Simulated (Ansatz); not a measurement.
# Cl₂Ga₂H₆N₂: taking an electron away

How much energy removes an electron from Cl₂Ga₂H₆N₂ at fixed geometry? The cation is run at each level and the neutral's energy taken from earlier runs.

Computed with Ansatz 0.2.0, Gaussian basis. Level: unrestricted cation, the program's frozen cores in correlated methods.

Plan: UKS PBE-D4/def2-TZVPP; UKS r2SCAN-D4/def2-TZVPP; UKS PBE0-D4/def2-TZVPP; UKS B3LYP-D4/def2-TZVPP; UKS wB97X-V/def2-TZVPP; UKS wB97M-V/def2-TZVPP; UKS B2PLYP/def2-TZVPP; UHF-CCSD(T)/def2-TZVPP; UHF-MP2/def2-QZVPP; extrapolation to the limit; then −ε(HOMO) from the neutral's earlier runs with LDA (SPW92), PBE-D4, revPBE-D4, BLYP-D4, r2SCAN-D4, B97M-V, PBE0-D4, B3LYP-D4, r2SCANh-D4, r2SCAN0-D4, HSE06-D4, BHLYP-D4, CAM-B3LYP-D4, LC-ωPBE, ωB97X-V, ωB97M-V.

**1. Structure used throughout**

The geometry comes from an earlier relaxation with PBE0-D4 in a triple-zeta def2 set; it is a stationary point, not always the lowest conformer.

12 atoms, charge 0, spin multiplicity 1.

Atoms are counted from 1 here; the program's logs count them from 0.

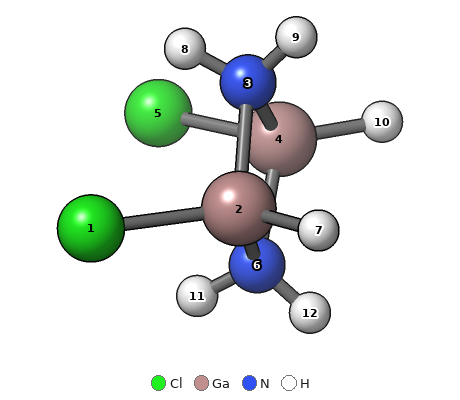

The structure; chlorine green, gallium pink, nitrogen blue, hydrogen white; atoms are numbered from 1 in the order of the file.

**2. Cation, UKS PBE-D4/def2-TZVPP**

The input, in.yaml:

```yaml
crystal:
  periodic: [false, false, false]
  atoms:
    - {symbol: Cl, position_ang: [-1.763677, -1.779150, 1.645929]}
    - {symbol: Ga, position_ang: [0.043831, -1.371639, 0.516804]}
    - {symbol: N, position_ang: [0.686517, 0.428955, 1.109061]}
    - {symbol: Ga, position_ang: [0.272020, 1.285047, -0.651976]}
    - {symbol: Cl, position_ang: [-1.383867, 2.642067, -0.298972]}
    - {symbol: N, position_ang: [-0.536666, -0.470031, -1.173187]}
    - {symbol: H, position_ang: [1.153840, -2.449379, 0.346367]}
    - {symbol: H, position_ang: [0.111541, 0.806673, 1.855402]}
    - {symbol: H, position_ang: [1.650884, 0.480487, 1.414475]}
    - {symbol: H, position_ang: [1.511884, 1.718543, -1.487148]}
    - {symbol: H, position_ang: [-1.547837, -0.412873, -1.240695]}
    - {symbol: H, position_ang: [-0.198470, -0.878697, -2.036060]}
basis:
  gaussian: {orbitals: def2-TZVPP}
total_charge: 1
magnetization: {spin_polarized: true, initial_magnetization: 1}
hamiltonian: {xc: pbe, dispersion: d4}
```

Launch:

```console
ansatz run in.yaml --threads 2 --pin off --events-out ev --progress --plain --max-ram 32768MiB --backend cuda --devices 0, --max-vram 18GiB
```

Standard output:

```text
Functional definition: PBE
  name "PBE"
  cite "Perdew, Burke & Ernzerhof, Phys. Rev. Lett. 77, 3865 (1996) doi:10.1103/PhysRevLett.77.3865"
  parent pbe
  parameter kappa = 0.804
  parameter beta = 0.06672455060314922
  exchange = pbe_x(kappa = kappa, mu = beta*pi^2/3)
  correlation = pbe_c(beta = beta)
1988 factors; their error is unknown
mean field evaluation 1: about -132820.4246 eV, gradient 9.0e1 eV
mean field evaluation 2: about -132708.9862 eV, gradient 1.6e2 eV
mean field evaluation 4: about -132843.6589 eV, gradient 3.0e1 eV
mean field evaluation 8: about -132848.2543 eV, gradient 2.5e0 eV
mean field evaluation 16: about -132848.2677 eV, gradient 5.8e-2 eV
mean field evaluation 32: about -132848.2677 eV, gradient 2.6e-5 eV
mean field evaluation 64: about -132847.4339 eV, gradient 1.2e0 eV
mean field -132848.26767964 eV, -4882.0837894369 hartree, gradient 5.4e-6 eV, S^2 0.752187; 8 other end points of the search recorded, 0 dependent functions left out
reference -132848.26772996 eV, -4882.0837912860 hartree; 58, 57 occupied and 268, 269 virtual orbitals, 1988 factors
Total energy: -132848.67516683 eV, -4882.0987643148 hartree
```

Wall time 27 s (1 × H100 (card shared with other runs) with 2 threads of AMD EPYC 7R13, shared host); peak host memory 0.91 GiB.

The neutral molecule at this level: -132857.9549 eV. Difference: 9.280 eV. ⟨S²⟩ = 0.752.

**3. Cation, UKS r2SCAN-D4/def2-TZVPP**

Edit in.yaml of step 2 so:

```diff
@@ -19,2 +19,2 @@
 magnetization: {spin_polarized: true, initial_magnetization: 1}
-hamiltonian: {xc: pbe, dispersion: d4}
+hamiltonian: {xc: r2scan, dispersion: d4}
```

The command is unchanged.

Standard output, cut to the lines that bear on the results:

```text
Functional definition: r2SCAN
  name "r2SCAN"
  cite "Furness, Kaplan, Ning, Perdew & Sun, J. Phys. Chem. Lett. 11, 8208 (2020) doi:10.1021/acs.jpclett.0c02405"
  cite "Furness, Kaplan, Ning, Perdew & Sun, J. Phys. Chem. Lett. 11, 9248 (2020) doi:10.1021/acs.jpclett.0c03077"
  parent r2scan
[...]
1988 factors; their error is unknown
[...]
mean field -132874.42368846 eV, -4883.0450050318 hartree, gradient 1.1e-5 eV, S^2 0.754738; 8 other end points of the search recorded, 0 dependent functions left out
reference -132874.42370470 eV, -4883.0450056283 hartree; 58, 57 occupied and 268, 269 virtual orbitals, 1988 factors
Total energy: -132874.52180374 eV, -4883.0486107018 hartree
```

Wall time 29 s (1 × H100 (card shared with other runs) with 2 threads of AMD EPYC 7R13, shared host); peak host memory 1 GiB.

Less the neutral's -132884.0652 eV (earlier run), this gives 9.543 eV. ⟨S²⟩ = 0.755.

**4. Cation, UKS PBE0-D4/def2-TZVPP**

Edit in.yaml of step 3 so:

```diff
@@ -19,2 +19,2 @@
 magnetization: {spin_polarized: true, initial_magnetization: 1}
-hamiltonian: {xc: r2scan, dispersion: d4}
+hamiltonian: {xc: pbe0, dispersion: d4}
```

The command is unchanged.

Standard output, cut to the lines that bear on the results:

```text
Functional definition: PBE0
  name "PBE0"
  cite "Adamo & Barone, J. Chem. Phys. 110, 6158 (1999) doi:10.1063/1.478522"
  cite "Perdew, Burke & Ernzerhof, Phys. Rev. Lett. 77, 3865 (1996) doi:10.1103/PhysRevLett.77.3865"
  parent pbe
[...]
2140 factors; their error is unknown
[...]
mean field -132852.24517222 eV, -4882.2299595930 hartree, gradient 7.2e-6 eV, S^2 0.756705; 7 other end points of the search recorded, 0 dependent functions left out
reference -132852.24520936 eV, -4882.2299609577 hartree; 58, 57 occupied and 268, 269 virtual orbitals, 2140 factors
Total energy: -132852.59747922 eV, -4882.2429066363 hartree
```

Run time: 21 s. Hardware: 1 × H100 (card shared with other runs) with 2 threads of AMD EPYC 7R13, shared host; peak host memory 0.93 GiB.

The neutral molecule at this level: -132862.5139 eV. Difference: 9.916 eV. ⟨S²⟩ = 0.757.

**5. Cation, UKS B3LYP-D4/def2-TZVPP**

Edit in.yaml of step 4 so:

```diff
@@ -19,2 +19,2 @@
 magnetization: {spin_polarized: true, initial_magnetization: 1}
-hamiltonian: {xc: pbe0, dispersion: d4}
+hamiltonian: {xc: {name: B3LYP}, dispersion: d4}
```

Launched as before.

Standard output, cut to the lines that bear on the results:

```text
Functional definition: B3LYP
  name "B3LYP"
  cite "Stephens, Devlin, Chabalowski & Frisch, J. Phys. Chem. 98, 11623 (1994) doi:10.1021/j100096a001"
  cite "Becke, Phys. Rev. A 38, 3098 (1988) doi:10.1103/PhysRevA.38.3098"
  cite "Lee, Yang & Parr, Phys. Rev. B 37, 785 (1988) doi:10.1103/PhysRevB.37.785"
  cite "Vosko, Wilk & Nusair, Can. J. Phys. 58, 1200 (1980) doi:10.1139/p80-159"
[...]
2096 factors; their error is unknown
[...]
mean field -132881.34857194 eV, -4883.2994898056 hartree, gradient 9.2e-6 eV, S^2 0.755618; 7 other end points of the search recorded, 0 dependent functions left out
reference -132881.34889804 eV, -4883.2995017898 hartree; 58, 57 occupied and 268, 269 virtual orbitals, 2096 factors
Total energy: -132882.01166236 eV, -4883.3238579293 hartree
```

Wall time 27 s (1 × H100 (card shared with other runs) with 2 threads of AMD EPYC 7R13, shared host); peak host memory 0.94 GiB.

Less the neutral's -132891.8467 eV (earlier run), this gives 9.835 eV. ⟨S²⟩ = 0.756.

**6. Cation, UKS wB97X-V/def2-TZVPP**

Edit in.yaml of step 5 so:

```diff
@@ -19,2 +19,2 @@
 magnetization: {spin_polarized: true, initial_magnetization: 1}
-hamiltonian: {xc: {name: B3LYP}, dispersion: d4}
+hamiltonian: {xc: {name: wB97X-V}}
```

The command is unchanged.

Standard output, cut to the lines that bear on the results:

```text
Functional definition: wB97X-V
  name "wB97X-V"
  cite "Mardirossian & Head-Gordon, Phys. Chem. Chem. Phys. 16, 9904 (2014) doi:10.1039/C3CP54374A"
  cite "Becke, J. Chem. Phys. 107, 8554 (1997) doi:10.1063/1.475007"
  cite "Vydrov & Van Voorhis, J. Chem. Phys. 133, 244103 (2010) doi:10.1063/1.3521275"
[...]
      + integral(e_c_pw_opposite_spin*poly(b97_u_opposite, cos0, cos1)) + vv10(b, c)
2090 factors; their error is unknown
428 factors; integrals over basis functions are off by at most 1.3e-5 eV
[...]
mean field -132862.94348511 eV, -4882.6231153403 hartree, gradient 1.5e-5 eV, S^2 0.761139; 6 other end points of the search recorded, 0 dependent functions left out
reference -132862.94348280 eV, -4882.6231152552 hartree; 58, 57 occupied and 268, 269 virtual orbitals, 2090 factors
Total energy: -132862.94348280 eV, -4882.6231152552 hartree
```

It took 33 s on 1 × H100 (card shared with other runs) with 2 threads of AMD EPYC 7R13, shared host; peak host memory 1.1 GiB.

The neutral molecule at this level: -132873.5398 eV. Difference: 10.596 eV. ⟨S²⟩ = 0.761.

**7. Cation, UKS wB97M-V/def2-TZVPP**

Edit in.yaml of step 6 so:

```diff
@@ -19,2 +19,2 @@
 magnetization: {spin_polarized: true, initial_magnetization: 1}
-hamiltonian: {xc: {name: wB97X-V}}
+hamiltonian: {xc: {name: wB97M-V}}
```

Same command.

Standard output, cut to the lines that bear on the results:

```text
Functional definition: wB97M-V
  name "wB97M-V"
  cite "Mardirossian & Head-Gordon, J. Chem. Phys. 144, 214110 (2016) doi:10.1063/1.4952647"
  cite "Becke, J. Chem. Phys. 107, 8554 (1997) doi:10.1063/1.475007"
  cite "Vydrov & Van Voorhis, J. Chem. Phys. 133, 244103 (2010) doi:10.1063/1.3521275"
  # Of w^i u^j: cxij and so on, Table III.
[...]
  gx(w, u) = 1 - cx + cx01*u + cx10*w
  gss(w, u) = css00 + css04*u^4 + css10*w + css20*w^2 + css43*w^4*u^3
  gos(w, u) = cos00 + cos10*w + (cos20 + cos21*u)*w^2 + (cos60 + cos61*u)*w^6
[...]
      + integral(e_c_pw_mod_opposite_spin*gos(b97_w_opposite, b97_u_opposite)) + vv10(b, c)
2090 factors; their error is unknown
428 factors; integrals over basis functions are off by at most 1.3e-5 eV
[...]
mean field -132869.08178195 eV, -4882.8486935885 hartree, gradient 1.2e-5 eV, S^2 0.759199; 6 other end points of the search recorded, 0 dependent functions left out
reference -132869.08183879 eV, -4882.8486956771 hartree; 58, 57 occupied and 268, 269 virtual orbitals, 2090 factors
Total energy: -132869.08183879 eV, -4882.8486956771 hartree
```

Wall time 21 s (1 × H100 (card shared with other runs) with 2 threads of AMD EPYC 7R13, shared host); peak host memory 1.2 GiB.

Less the neutral's -132879.5593 eV (earlier run), this gives 10.477 eV. ⟨S²⟩ = 0.759.

**8. Cation, UKS B2PLYP (frozen core)/def2-TZVPP**

Edit in.yaml of step 7 so:

```diff
@@ -19,2 +19,2 @@
 magnetization: {spin_polarized: true, initial_magnetization: 1}
-hamiltonian: {xc: {name: wB97M-V}}
+hamiltonian: {xc: {name: B2PLYP}}
```

The command is unchanged.

Standard output, cut to the lines that bear on the results:

```text
Functional definition: B2PLYP
  name "B2PLYP"
  cite "Grimme, J. Chem. Phys. 124, 034108 (2006) doi:10.1063/1.2148954"
  cite "Becke, Phys. Rev. A 38, 3098 (1988) doi:10.1103/PhysRevA.38.3098"
  cite "Lee, Yang & Parr, Phys. Rev. B 37, 785 (1988) doi:10.1103/PhysRevB.37.785"
[...]
1970 factors; integrals over basis functions are off by at most 1.2e-3 eV
[...]
mean field -132836.68297063 eV, -4881.6580592329 hartree, gradient 6.3e-6 eV, S^2 0.765765; 8 other end points of the search recorded, 0 dependent functions left out
30 core orbitals not correlated: weight in the atoms' cores, before any rotation towards them, 1.000 or more for the frozen orbitals, at most 0.000 for the correlated occupied ones
reference -132836.68317636 eV, -4881.6580667934 hartree; 28, 27 occupied and 268, 269 virtual orbitals, 1970 factors
second order -43.12293714 eV of doubles, -0.00000000 eV of singles
Total energy: -132848.32636939 eV, -4882.0859462451 hartree
```

Run time: 23 s. Hardware: 1 × H100 (card shared with other runs) with 2 threads of AMD EPYC 7R13, shared host; peak host memory 1.5 GiB.

Less the neutral's -132858.4048 eV (earlier run), this gives 10.078 eV. ⟨S²⟩ = 0.766.

**9. Cation, UHF-CCSD(T)/def2-TZVPP**

Edit in.yaml of step 8 so:

```diff
@@ -19,2 +19,3 @@
 magnetization: {spin_polarized: true, initial_magnetization: 1}
-hamiltonian: {xc: {name: B2PLYP}}
+correlation: {method: ccsd_t}
+scf: {omitted_lower_state_checks: [cluster_reference]}
```

The command is unchanged.

Standard output, cut to the lines that bear on the results:

```text
Functional definition: HF
  name "HF"
  cite "Fock, Z. Phys. 61, 126 (1930) doi:10.1007/BF01340294"
  parent pbe
[...]
1970 factors; integrals over basis functions are off by at most 1.2e-3 eV
[...]
mean field -132732.70671070 eV, -4877.8370021581 hartree, gradient 2.2e-6 eV, S^2 0.761774; 20 other end points of the search recorded, 0 dependent functions left out
30 core orbitals not correlated: weight in the atoms' cores, before any rotation towards them, 1.000 or more for the frozen orbitals, at most 0.000 for the correlated occupied ones
reference -132732.70671070 eV, -4877.8370021581 hartree; 28, 27 occupied and 268, 269 virtual orbitals, 1970 factors
second order -33.77507899 eV of doubles, -0.00000000 eV of singles
cycle   1  -33.90486068 eV  change   -1.3e-1 eV  update   1.5e-1
[...]
cycle  22  -35.24992375 eV  change    5.4e-5 eV  update   3.4e-5
perturbative correction -1.58883386 eV, -0.0583885673 hartree
Total energy: -132769.54546831 eV, -4879.1908015301 hartree
Checks for a lower state left out: cluster_reference
```

Run time: 1.8 min. Hardware: 1 × H100 (card shared with other runs) with 2 threads of AMD EPYC 7R13, shared host; peak host memory 1.5 GiB.

Less the neutral's -132780.1802 eV (earlier run), this gives 10.635 eV. ⟨S²⟩ = 0.762. T1 = 0.052 (report).

**10. Cation, UHF-MP2/def2-QZVPP**

Edit in.yaml of step 9 so:

```diff
@@ -16,6 +16,6 @@
 basis:
-  gaussian: {orbitals: def2-TZVPP}
+  gaussian: {orbitals: "def2-QZVPP.json"}
 total_charge: 1
 magnetization: {spin_polarized: true, initial_magnetization: 1}
-correlation: {method: ccsd_t}
+correlation: {method: mp2}
 scf: {omitted_lower_state_checks: [cluster_reference]}
```

Launched as before.

Standard output, cut to the lines that bear on the results:

```text
Functional definition: HF
  name "HF"
  cite "Fock, Z. Phys. 61, 126 (1930) doi:10.1007/BF01340294"
  parent pbe
[...]
3756 factors; integrals over basis functions are off by at most 1.2e-3 eV
[...]
mean field -132735.73163119 eV, -4877.9481659357 hartree, gradient 1.4e-6 eV, S^2 0.762123; 18 other end points of the search recorded, 0 dependent functions left out
30 core orbitals not correlated: weight in the atoms' cores, before any rotation towards them, 1.000 or more for the frozen orbitals, at most 0.000 for the correlated occupied ones
reference -132735.73163119 eV, -4877.9481659357 hartree; 28, 27 occupied and 554, 555 virtual orbitals, 3756 factors
second order -49.04175525 eV of doubles, -0.00000000 eV of singles
Total energy: -132784.77338643 eV, -4879.7504171993 hartree
Checks for a lower state left out: cluster_reference
```

Run time: 50 s. Hardware: 1 × H100 (card shared with other runs) with 2 threads of AMD EPYC 7R13, shared host; peak host memory 1.3 GiB.

The neutral molecule at this level: -132795.9666 eV. Difference: 11.193 eV. ⟨S²⟩ = 0.762.

**11. The basis-set limit**

This step is arithmetic on the last runs, with X = 3 and 4: exp(−7.88√X) for Hartree-Fock, X^−2.97 for correlation; only MP2 was run in the larger set, so CCSD(T) minus MP2 is added from the smaller one.

```
  level  energy at the limit (eV)
     HF              -132736.1483
    MP2              -132796.4987
   CCSD              -132797.9735
CCSD(T)              -132799.5624
```

This is no true limit for total energies: MP2 correlation changes by a factor of 1.45 from triple to quadruple zeta (about 1.07 in light molecules), because outer-core shells are correlated in sets not made for them. Much of that cancels between molecule and atoms or ions.

The neutral's limit, from its own earlier runs, is -132810.3812 eV in the additive form (MP2 limit plus CCSD(T) minus MP2 in triple zeta), in which the cation has -132799.5624 eV.

**12. The ladder**

Differences are taken before rounding.

```
            method  ionisation energy (eV)  from CCSD(T)/CBS (eV)     time
            PBE-D4                    9.28                  -1.54     32 s
         r2SCAN-D4                    9.54                  -1.28     34 s
           PBE0-D4                    9.92                  -0.90     25 s
          B3LYP-D4                    9.84                  -0.98     31 s
           ωB97X-V                   10.60                  -0.22     36 s
           ωB97M-V                   10.48                  -0.34     25 s
            B2PLYP                   10.08                  -0.74     25 s
     HF/def2-TZVPP                   10.03                  -0.79         
    MP2/def2-TZVPP                   11.10                  +0.28         
   CCSD/def2-TZVPP                   10.74                  -0.08         
CCSD(T)/def2-TZVPP                   10.63                  -0.18    2 min
       CCSD(T)/CBS                   10.82                      0  2.9 min
```

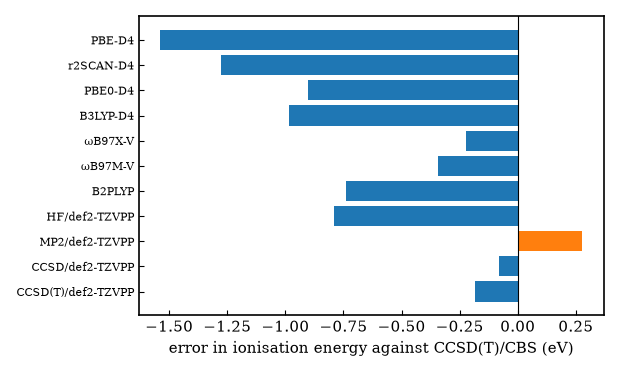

Error of each method against CCSD(T)/CBS.

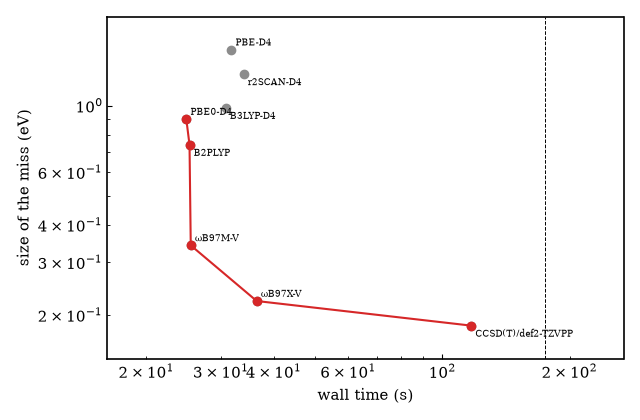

Miss against cost. Red marks the levels that no quicker level drawn beats (of those quicker than the yardstick), and the dashed line is the time of CCSD(T)/CBS. Times are from a shared host.

Times add the cation's run and the neutral's; HF, MP2 and CCSD come out of the CCSD(T) runs.

For comparison, −ε(HOMO) of the neutral from earlier runs:

```
  functional  −ε(HOMO) (eV)  by energy difference (eV)
 LDA (SPW92)           6.95                           
      PBE-D4           6.84                       9.28
   revPBE-D4           6.79                           
     BLYP-D4           6.69                           
   r2SCAN-D4           7.18                       9.54
      B97M-V           7.29                           
     PBE0-D4           8.19                       9.92
    B3LYP-D4           7.93                       9.84
  r2SCANh-D4           7.68                           
  r2SCAN0-D4           8.42                           
    HSE06-D4           7.79                           
    BHLYP-D4           9.42                           
CAM-B3LYP-D4           9.54                           
     LC-ωPBE          10.93                           
     ωB97X-V          10.58                      10.60
     ωB97M-V          10.41                      10.48
```

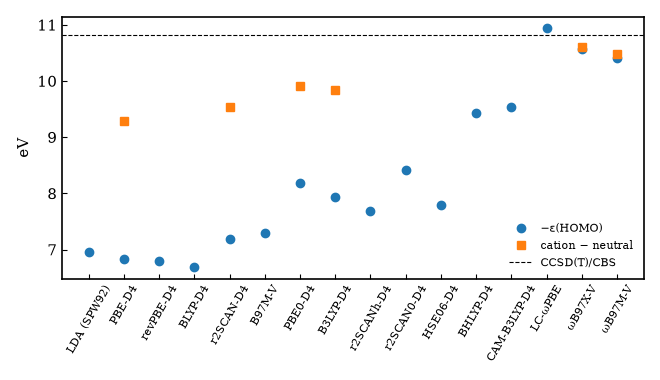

Orbital estimates and energy differences by functional.

**13. Results**

```
                        quantity               value
  ionisation energy, CCSD(T)/CBS            10.82 eV
nearest functional by difference  ωB97X-V (-0.22 eV)
                nearest −ε(HOMO)  LC-ωPBE (+0.12 eV)
                 −ε(HOMO) of PBE             6.84 eV
                T1 of the cation               0.052
```

In words: Energy differences with functionals land within 1.54 eV of the reference. −ε(HOMO) of PBE misses by 4.0 eV, since self-interaction lifts the level. Among orbital estimates LC-ωPBE comes nearest. Hartree-Fock falls 0.79 eV short, as the neutral has more correlation energy than the cation. The cation's T1 (from the report) is 0.052, above the customary mark of 0.045 for open shells, so the coupled-cluster value is less safe. Correlated methods include outer-core shells of Ga, which these sets cover unevenly. With outer-core shells in play the reference is unsure by up to some tenths of an eV, so close misses can't be ranked.

For cost: CCSD(T)/def2-TZVPP gets within 0.18 eV in 2 min, where CCSD(T)/CBS took 2.9 min; the quickest level in the cost chart, PBE0-D4, takes 25 s and misses by 0.90 eV.
